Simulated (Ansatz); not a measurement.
# C₇H₁₃Cl₂NSiTi: basis-set convergence

How large a basis does C₇H₁₃Cl₂NSiTi need? Two functionals are run in growing sets.

The runs use Ansatz 0.2.0, Gaussian basis; one geometry, several basis sets.

Plan: PBE0-D4/def2-SVP; ωB97M-V/def2-SVP; PBE0-D4/def2-QZVPP; ωB97M-V/def2-QZVPP; the functionals' def2-TZVPP values are taken from earlier runs.

### 1 The relaxed structure

The geometry comes from an earlier relaxation with PBE0-D4 in a triple-zeta def2 set; it is a stationary point, not always the lowest conformer.

SMILES `C[N](C)[Ti]1234([Cl])([Cl])[C@@H]5[C@H]1[C@H]2[C@@]3([SiH3])[C@@H]54`, 25 atoms, charge 0, spin multiplicity 1.

Atoms are counted from 1 here; the program's logs count them from 0.

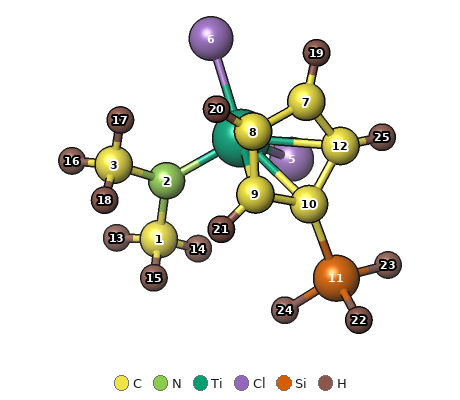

The geometry (carbon yellow, nitrogen green, titanium teal, chlorine purple, silicon orange, hydrogen brown); atoms are numbered from 1 in the order of the file.

### 2 PBE0-D4 in def2-SVP

in.yaml

```yaml
crystal:
  periodic: [false, false, false]
  atoms:
    - {symbol: C, position_ang: [-1.867688, -1.654614, -0.176743]}
    - {symbol: N, position_ang: [-0.873831, -1.235222, 0.779729]}
    - {symbol: C, position_ang: [-0.121631, -2.341530, 1.319874]}
    - {symbol: Ti, position_ang: [-0.247735, 0.509258, 1.016092]}
    - {symbol: Cl, position_ang: [-2.085359, 1.731542, 0.620612]}
    - {symbol: Cl, position_ang: [0.100838, 0.587905, 3.237789]}
    - {symbol: C, position_ang: [1.837346, 1.727269, 0.884708]}
    - {symbol: C, position_ang: [2.063622, 0.360658, 0.582366]}
    - {symbol: C, position_ang: [1.371914, 0.057027, -0.603059]}
    - {symbol: C, position_ang: [0.670022, 1.215710, -1.026224]}
    - {symbol: Si, position_ang: [-0.401813, 1.410881, -2.537060]}
    - {symbol: C, position_ang: [0.993857, 2.248928, -0.096646]}
    - {symbol: H, position_ang: [-2.548972, -2.379412, 0.287280]}
    - {symbol: H, position_ang: [-2.456385, -0.806498, -0.522742]}
    - {symbol: H, position_ang: [-1.408262, -2.141863, -1.049189]}
    - {symbol: H, position_ang: [-0.795669, -3.039314, 1.832978]}
    - {symbol: H, position_ang: [0.612312, -1.999935, 2.051107]}
    - {symbol: H, position_ang: [0.401995, -2.899238, 0.529388]}
    - {symbol: H, position_ang: [2.200982, 2.245859, 1.758136]}
    - {symbol: H, position_ang: [2.648572, -0.326868, 1.176018]}
    - {symbol: H, position_ang: [1.346952, -0.907797, -1.088663]}
    - {symbol: H, position_ang: [0.457877, 1.386624, -3.751464]}
    - {symbol: H, position_ang: [-1.112566, 2.708978, -2.466075]}
    - {symbol: H, position_ang: [-1.373218, 0.292580, -2.642362]}
    - {symbol: H, position_ang: [0.586809, 3.249083, -0.115850]}
basis:
  gaussian: {orbitals: def2-SVP}
hamiltonian: {xc: pbe0, dispersion: d4}
output: {orbitals: {seedname: orbitals}}
```

On the command line:

```sh
$ ansatz run in.yaml --threads 11 --pin off --events-out ev --progress --plain --max-ram 110592MiB --backend cpu
```

After this run come: ωB97M-V in def2-SVP; PBE0-D4 in def2-QZVPP; ωB97M-V in def2-QZVPP.

Q: Predict the results of all the runs planned. Wanted: PBE0-D4: double and triple zeta above quadruple; ωB97M-V: double and triple zeta above quadruple.

The runs gave:

```
                                       quantity           value
PBE0-D4: double and triple zeta above quadruple  25.79, 1.91 eV
ωB97M-V: double and triple zeta above quadruple  26.05, 1.80 eV
```

What this shows: For PBE0-D4 the step from double to triple zeta gains 23.88 eV and the next only 1.91 eV. Total energies overstate the basis error of differences, where much of it tends to cancel.
